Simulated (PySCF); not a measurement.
```xyz
2

K     0.0000    0.0000   -0.8778
O     0.0000    0.0000    2.1382
```

Level of theory: PBE0/def2-SVP, non-relativistic Hamiltonian with scalar-relativistic core potentials where named, at a bond length of 3.016 Å (PySCF 2.14.0).

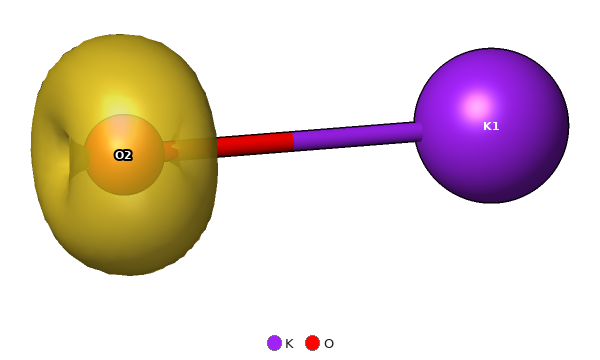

KO (charge +1, triplet). Isosurface of the spin density (α minus β) at +0.15 e/Å³ (yellow), seen from one side.

Q: Describe the spin distribution.

A: The unpaired spin (2 electrons) lies mostly on O2 (about 2.0), in electrons by Hirshfeld's partition.
